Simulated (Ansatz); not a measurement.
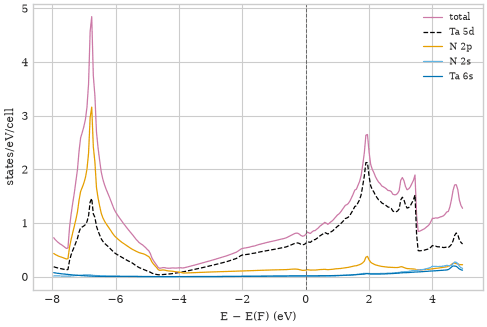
Total and projected density of states of TaN (rock salt, space group No. 225), DFT-PBE in the program Ansatz with PAW potentials

Problem. Which orbitals carry the states next to the Fermi level?

Solution. Within 0.5 eV of the Fermi level: Ta 5d 79 %, N 2p 16 %. Projections are on Löwdin-orthogonalised atomic valence shells; empty p or d shells of many metals are not among them.

Problem. Where is the tallest occupied peak in this window, and what makes it?

Solution. Near -6.8 eV, about 4.8 states/eV per cell; the largest projected share is N 2p.

Space group Fm-3m (rock salt). This is a known high-temperature phase of the composition, computed here at zero pressure and temperature. Symmetry was held in the PBE relaxation; whether a distortion lowers the energy is not shown. The run is not spin-polarised. Spin–orbit coupling is left out wherever it is not named.

Potentials: the earlier of the program's two PAW sets.
